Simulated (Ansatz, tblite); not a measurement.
# The cluster Si4N4O2: rung by rung

Aim: run the singlet of the cluster Si4N4O2 at one geometry on many levels, and compare frontier levels, spin and run time.

The runs use Ansatz 0.2.0, Gaussian basis; as each input shows.

The runs, in order: GFN1-xTB, GFN2-xTB, PBE-D4/def2-TZVP, r2SCAN-D4/def2-TZVP, B3LYP-D4/def2-TZVP, BLYP-D4/def2-TZVP, LC-ωPBE/def2-TZVP, PBE-D4/def2-SVP, PBE0-D4/def2-SVP, HF/6-31G, B3LYP-D4/6-31G, PBE0-D4/def2-TZVPD, PBE-D4/def2-TZVPD, B3LYP-D4/def2-TZVPD, CCSD(T)/def2-SVP, MP2/def2-TZVP, RPA/def2-TZVP.

4 further runs of the same task are left out: 2 that didn't finish, 2 set aside as unsound or not needed.

**1. The structure**

The singlet was relaxed beforehand with PBE0-D4/def2-SVP. At that level it is the lowest of the isomers that a small search found.

10 atoms, charge 0, spin multiplicity 1.

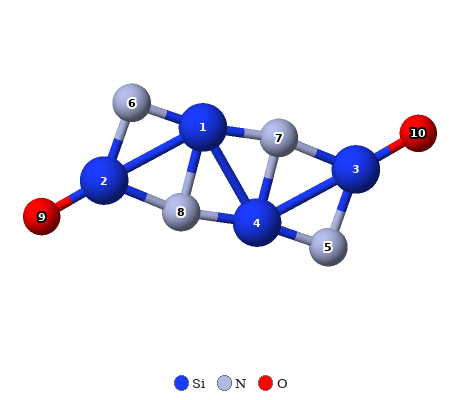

The geometry (silicon blue, nitrogen light blue, oxygen red); atoms are numbered from 1 in the order of the file.

PBE0-D4/def2-TZVP was run before; its log isn't repeated, and its numbers join the tables.

**2. GFN1-xTB**

Tight binding, by tblite at 300 K electronic temperature and without a spin-polarisation term:

```python
tblite.interface.Calculator('GFN1-xTB', numbers, positions, charge=0, uhf=0).singlepoint()
```

Energy -809.1372 eV, HOMO -10.42 eV, LUMO -7.97 eV; 0.011 s.

**3. GFN2-xTB**

Tight binding, by tblite at 300 K electronic temperature and without a spin-polarisation term:

```python
tblite.interface.Calculator('GFN2-xTB', numbers, positions, charge=0, uhf=0).singlepoint()
```

Energy -730.4562 eV, HOMO -11.07 eV, LUMO -7.80 eV; 0.014 s.

**4. PBE-D4/def2-TZVP**

start.molden holds the orbitals of an earlier run on this state, given as this run's starting guess.

The input, in.yaml:

```yaml
crystal:
  periodic: [false, false, false]
  atoms:
    - {symbol: Si, position_ang: [-1.108560, 0.075067, 0.418208]}
    - {symbol: Si, position_ang: [-1.541407, -2.214077, 0.020127]}
    - {symbol: Si, position_ang: [1.541299, 2.214143, -0.020386]}
    - {symbol: Si, position_ang: [1.108552, -0.075069, -0.418176]}
    - {symbol: N, position_ang: [2.423259, 0.866283, -0.664392]}
    - {symbol: N, position_ang: [-2.423102, -0.866395, 0.664851]}
    - {symbol: N, position_ang: [0.042526, 1.254885, 0.288343]}
    - {symbol: N, position_ang: [-0.042523, -1.254893, -0.288288]}
    - {symbol: O, position_ang: [-1.775816, -3.690771, -0.252838]}
    - {symbol: O, position_ang: [1.775772, 3.690828, 0.252560]}
basis:
  gaussian: {orbitals: def2-TZVP, initial_orbitals: start.molden}
hamiltonian: {xc: pbe, dispersion: d4}
scf: {omitted_lower_state_checks: [starts]}
output: {forces: true, orbitals: {seedname: orbitals}}
```

The run is started by

```sh
$ ansatz run in.yaml --threads 4 --pin off --events-out ev --progress --plain --max-ram 4787MiB
```

Output, shortened:

```text
Functional definition: PBE
  name "PBE"
  cite "Perdew, Burke & Ernzerhof, Phys. Rev. Lett. 77, 3865 (1996) doi:10.1103/PhysRevLett.77.3865"
  parent pbe
[...]
1930 factors; their error is unknown
[...]
mean field -41545.38205477 eV, -1526.7646300414 hartree, gradient 2.2e-5 eV, S^2 0.000000; 0 other end points of the search recorded, 0 dependent functions left out
[...]
reference -41545.38210562 eV, -1526.7646319100 hartree; 50, 50 occupied and 284, 284 virtual orbitals, 1930 factors
Total energy: -41545.91211937 eV, -1526.7841095563 hartree
Atom 0 at    -1.108560     0.075067     0.418208 Å, force     0.376082     0.054028    -0.122305 eV/Å
Atom 1 at    -1.541407    -2.214077     0.020127 Å, force     0.222171     0.327512     0.000322 eV/Å
Atom 2 at     1.541299     2.214143    -0.020386 Å, force    -0.221107    -0.328291     0.001991 eV/Å
Atom 3 at     1.108552    -0.075069    -0.418176 Å, force    -0.375606    -0.054209     0.122970 eV/Å
Atom 4 at     2.423259     0.866283    -0.664392 Å, force     0.593528     0.147825    -0.179310 eV/Å
Atom 5 at    -2.423102    -0.866395     0.664851 Å, force    -0.594302    -0.147541     0.178044 eV/Å
Atom 6 at     0.042526     1.254885     0.288343 Å, force     0.025077     0.352495     0.075559 eV/Å
Atom 7 at    -0.042523    -1.254893    -0.288288 Å, force    -0.025485    -0.352119    -0.076645 eV/Å
Atom 8 at    -1.775816    -3.690771    -0.252838 Å, force    -0.072672    -0.306111    -0.048201 eV/Å
Atom 9 at     1.775772     3.690828     0.252560 Å, force     0.072314     0.306410     0.047574 eV/Å
Dipole moment:    -0.000117     0.000060    -0.000200 e Å
Checks for a lower state left out: starts
```

It took 7 s on 4 threads of Arm Neoverse V1, shared host; peak memory 0.65 GiB.

HOMO -7.34 eV, LUMO -4.67 eV.

**5. r2SCAN-D4/def2-TZVP**

in.yaml: that of step 4 with these lines changed.

```diff
@@ -15,4 +15,4 @@
   gaussian: {orbitals: def2-TZVP, initial_orbitals: start.molden}
-hamiltonian: {xc: pbe, dispersion: d4}
+hamiltonian: {xc: r2scan, dispersion: d4}
 scf: {omitted_lower_state_checks: [starts]}
-output: {forces: true, orbitals: {seedname: orbitals}}
+output: {orbitals: {seedname: orbitals}}
```

Launched as before.

Output:

```text
Functional definition: r2SCAN
  name "r2SCAN"
  cite "Furness, Kaplan, Ning, Perdew & Sun, J. Phys. Chem. Lett. 11, 8208 (2020) doi:10.1021/acs.jpclett.0c02405"
  cite "Furness, Kaplan, Ning, Perdew & Sun, J. Phys. Chem. Lett. 11, 9248 (2020) doi:10.1021/acs.jpclett.0c03077"
  parent r2scan
  parameter k0 = 0.174
  parameter k1 = 0.065
  parameter a1 = 4.9479
  exchange = r2scan_x(k0 = k0, k1 = k1, a1 = a1)
  correlation = r2scan_c
these checks for a lower state are left out or cut short: starts
1930 factors; their error is unknown
mean field evaluation 1: about -41564.2246 eV, gradient 9.9e0 eV
mean field evaluation 2: about -41564.3118 eV, gradient 1.5e-1 eV
mean field evaluation 4: about -41564.2895 eV, gradient 6.9e-4 eV
mean field -41564.28954965 eV, -1527.4594676623 hartree, gradient 2.1e-5 eV, S^2 0.000000; 0 other end points of the search recorded, 0 dependent functions left out
reference -41564.28956478 eV, -1527.4594682184 hartree; 50, 50 occupied and 284, 284 virtual orbitals, 1930 factors
Total energy: -41564.41543296 eV, -1527.4640937887 hartree
Checks for a lower state left out: starts
```

It took 12 s on 4 threads of Arm Neoverse V1, shared host; peak memory 0.69 GiB.

HOMO -7.64 eV, LUMO -4.50 eV.

**6. B3LYP-D4/def2-TZVP**

in.yaml: that of step 5 with these lines changed.

```diff
@@ -15,3 +15,3 @@
   gaussian: {orbitals: def2-TZVP, initial_orbitals: start.molden}
-hamiltonian: {xc: r2scan, dispersion: d4}
+hamiltonian: {xc: {name: B3LYP}, dispersion: d4}
 scf: {omitted_lower_state_checks: [starts]}
```

Same command.

Output, shortened:

```text
Functional definition: B3LYP
  name "B3LYP"
  cite "Stephens, Devlin, Chabalowski & Frisch, J. Phys. Chem. 98, 11623 (1994) doi:10.1021/j100096a001"
  cite "Becke, Phys. Rev. A 38, 3098 (1988) doi:10.1103/PhysRevA.38.3098"
  cite "Lee, Yang & Parr, Phys. Rev. B 37, 785 (1988) doi:10.1103/PhysRevB.37.785"
  cite "Vosko, Wilk & Nusair, Can. J. Phys. 58, 1200 (1980) doi:10.1139/p80-159"
[...]
1966 factors; their error is unknown
[...]
mean field -41573.05943334 eV, -1527.7817549436 hartree, gradient 2.7e-5 eV, S^2 0.000000; 0 other end points of the search recorded, 0 dependent functions left out
reference -41573.05974580 eV, -1527.7817664262 hartree; 50, 50 occupied and 284, 284 virtual orbitals, 1966 factors
Total energy: -41573.92564490 eV, -1527.8135876312 hartree
Checks for a lower state left out: starts
```

Run time: 12 s. Hardware: 4 threads of Arm Neoverse V1, shared host; peak memory 1.3 GiB.

From the report: HOMO -8.55 eV, LUMO -4.13 eV.

**7. BLYP-D4/def2-TZVP**

in.yaml: that of step 6 with these lines changed.

```diff
@@ -15,3 +15,3 @@
   gaussian: {orbitals: def2-TZVP, initial_orbitals: start.molden}
-hamiltonian: {xc: {name: B3LYP}, dispersion: d4}
+hamiltonian: {xc: {name: BLYP}, dispersion: d4}
 scf: {omitted_lower_state_checks: [starts]}
```

Launched as before.

Output:

```text
Functional definition: BLYP
  name "BLYP"
  cite "Becke, Phys. Rev. A 38, 3098 (1988) doi:10.1103/PhysRevA.38.3098"
  cite "Lee, Yang & Parr, Phys. Rev. B 37, 785 (1988) doi:10.1103/PhysRevB.37.785"
  parameter beta = 0.0042
  parameter a = 0.04918
  parameter b = 0.132
  parameter c = 0.2533
  parameter d = 0.349
  exchange = b88_x(beta = beta)
  correlation = lyp_c(a = a, b = b, c = c, d = d)
these checks for a lower state are left out or cut short: starts
1930 factors; their error is unknown
mean field evaluation 1: about -41569.8320 eV, gradient 2.3e1 eV
mean field evaluation 2: about -41570.3664 eV, gradient 6.0e-1 eV
mean field evaluation 4: about -41570.3459 eV, gradient 1.5e-1 eV
mean field -41570.34587761 eV, -1527.6820336097 hartree, gradient 4.8e-5 eV, S^2 0.000000; 0 other end points of the search recorded, 0 dependent functions left out
reference -41570.34629448 eV, -1527.6820489295 hartree; 50, 50 occupied and 284, 284 virtual orbitals, 1930 factors
Total energy: -41571.48286750 eV, -1527.7238172176 hartree
Checks for a lower state left out: starts
```

Run time: 5.5 s. Hardware: 4 threads of Arm Neoverse V1, shared host; peak memory 0.65 GiB.

Report: HOMO -7.19 eV, LUMO -4.56 eV.

**8. LC-ωPBE/def2-TZVP**

in.yaml: that of step 7 with these lines changed.

```diff
@@ -15,3 +15,3 @@
   gaussian: {orbitals: def2-TZVP, initial_orbitals: start.molden}
-hamiltonian: {xc: {name: BLYP}, dispersion: d4}
+hamiltonian: {xc: {name: LC-wPBE}}
 scf: {omitted_lower_state_checks: [starts]}
```

Launched as before.

Output, shortened:

```text
Functional definition: LC-wPBE
  name "LC-wPBE"
  cite "Vydrov & Scuseria, J. Chem. Phys. 125, 234109 (2006) doi:10.1063/1.2409292"
  cite "Heyd & Scuseria, J. Chem. Phys. 120, 7274 (2004) doi:10.1063/1.1668634"
  cite "Ernzerhof & Perdew, J. Chem. Phys. 109, 3313 (1998) doi:10.1063/1.476928"
  cite "Perdew, Burke & Ernzerhof, Phys. Rev. Lett. 77, 3865 (1996) doi:10.1103/PhysRevLett.77.3865"
  parent pbe
[...]
1930 factors; their error is unknown
602 factors; integrals over basis functions are off by at most 1.8e-5 eV
[...]
mean field -41554.07124053 eV, -1527.0839517285 hartree, gradient 1.1e-5 eV, S^2 0.000000; 0 other end points of the search recorded, 0 dependent functions left out
reference -41554.07124054 eV, -1527.0839517288 hartree; 50, 50 occupied and 284, 284 virtual orbitals, 1930 factors
Total energy: -41554.07124054 eV, -1527.0839517288 hartree
Checks for a lower state left out: starts
```

Wall time 8 s (4 threads of Arm Neoverse V1, shared host); peak memory 1 GiB.

HOMO -11.59 eV, LUMO -1.70 eV.

**9. PBE-D4/def2-SVP**

in.yaml: that of step 8 with these lines changed.

```diff
@@ -14,4 +14,4 @@
 basis:
-  gaussian: {orbitals: def2-TZVP, initial_orbitals: start.molden}
-hamiltonian: {xc: {name: LC-wPBE}}
+  gaussian: {orbitals: def2-SVP, initial_orbitals: start.molden}
+hamiltonian: {xc: pbe, dispersion: d4}
 scf: {omitted_lower_state_checks: [starts]}
```

Launched as before.

Output:

```text
Functional definition: PBE
  name "PBE"
  cite "Perdew, Burke & Ernzerhof, Phys. Rev. Lett. 77, 3865 (1996) doi:10.1103/PhysRevLett.77.3865"
  parent pbe
  parameter kappa = 0.804
  parameter beta = 0.06672455060314922
  exchange = pbe_x(kappa = kappa, mu = beta*pi^2/3)
  correlation = pbe_c(beta = beta)
these checks for a lower state are left out or cut short: starts
1758 factors; their error is unknown
mean field evaluation 1: about -41520.2085 eV, gradient 1.6e1 eV
mean field evaluation 2: about -41520.9976 eV, gradient 5.9e-1 eV
mean field evaluation 4: about -41520.8458 eV, gradient 1.6e-1 eV
mean field -41520.84587538 eV, -1525.8629420801 hartree, gradient 4.0e-5 eV, S^2 0.000000; 0 other end points of the search recorded, 0 dependent functions left out
reference -41520.84591479 eV, -1525.8629435284 hartree; 50, 50 occupied and 106, 106 virtual orbitals, 1758 factors
Total energy: -41521.37592855 eV, -1525.8824211747 hartree
Checks for a lower state left out: starts
```

It took 2 s on 4 threads of Arm Neoverse V1, shared host.

Report: HOMO -7.07 eV, LUMO -4.33 eV.

**10. PBE0-D4/def2-SVP**

in.yaml: that of step 9 with these lines changed.

```diff
@@ -15,3 +15,3 @@
   gaussian: {orbitals: def2-SVP, initial_orbitals: start.molden}
-hamiltonian: {xc: pbe, dispersion: d4}
+hamiltonian: {xc: pbe0, dispersion: d4}
 scf: {omitted_lower_state_checks: [starts]}
```

Launched as before.

Output:

```text
Functional definition: PBE0
  name "PBE0"
  cite "Adamo & Barone, J. Chem. Phys. 110, 6158 (1999) doi:10.1063/1.478522"
  cite "Perdew, Burke & Ernzerhof, Phys. Rev. Lett. 77, 3865 (1996) doi:10.1103/PhysRevLett.77.3865"
  parent pbe
  parameter a = 0.25
  parameter kappa = 0.804
  parameter beta = 0.06672455060314922
  exchange = (1 - a)*pbe_x(kappa = kappa, mu = beta*pi^2/3) + a*exact_x
  correlation = pbe_c(beta = beta)
these checks for a lower state are left out or cut short: starts
1478 factors; integrals over basis functions are off by at most 5.9e-4 eV
mean field evaluation 1: about -41522.3783 eV, gradient 1.3e1 eV
mean field evaluation 2: about -41522.7781 eV, gradient 2.9e-1 eV
mean field evaluation 4: about -41522.8266 eV, gradient 7.1e-4 eV
mean field -41522.82661772 eV, -1525.9357330184 hartree, gradient 1.4e-5 eV, S^2 0.000000; 0 other end points of the search recorded, 0 dependent functions left out
reference -41522.82664701 eV, -1525.9357340947 hartree; 50, 50 occupied and 106, 106 virtual orbitals, 1478 factors
Total energy: -41523.28062322 eV, -1525.9524174128 hartree
Checks for a lower state left out: starts
```

Wall time 3.4 s (4 threads of Arm Neoverse V1, shared host).

From the report: HOMO -8.61 eV, LUMO -3.62 eV.

(Part 1 of 2 ends here.)
